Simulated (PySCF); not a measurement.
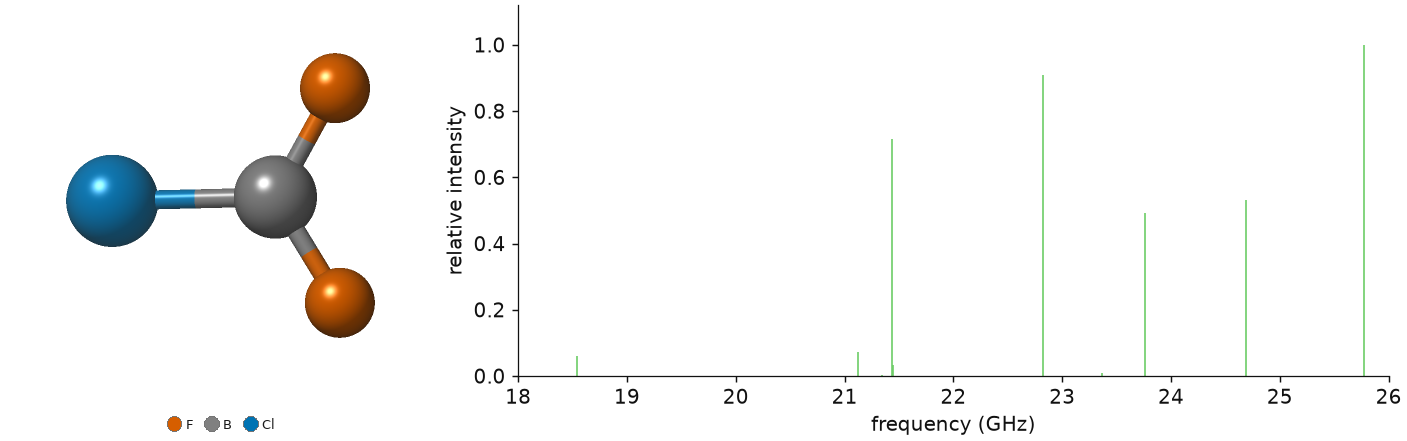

BClF₂ (difluorochloroborane), SMILES FB(F)Cl. Simulated rotational absorption lines between 18 and 26 GHz at 10 K: rigid rotor with the equilibrium constants and dipole of one optimised conformer (PBE0-D3(BJ)/def2-SVP, PySCF 2.14.0), commonest isotopes; no centrifugal distortion, hyperfine structure, internal rotation or nuclear-spin weights; lines within 1 MHz of each other are summed.

Q: What are the rotational constants, and what kind of rotor is it?

A: Rotational constants A, B, C = 10.42, 4.687, 3.232 GHz; Ray's κ = −0.60, an asymmetric top on the prolate side.

Q: Assign the strongest lines, as J(Ka,Kc).

A:
| GHz | upper | lower | type | relative intensity |
| --- | --- | --- | --- | --- |
| 25.77 | 3(1,2) | 2(1,1) | a | 1.00 |
| 22.83 | 3(0,3) | 2(0,2) | a | 0.91 |
| 21.43 | 3(1,3) | 2(1,2) | a | 0.71 |
| 24.69 | 3(2,1) | 2(2,0) | a | 0.53 |

Known limits of this run: coarse grid, loose stop and no frequency check, small forces are noise and the end may be a saddle.
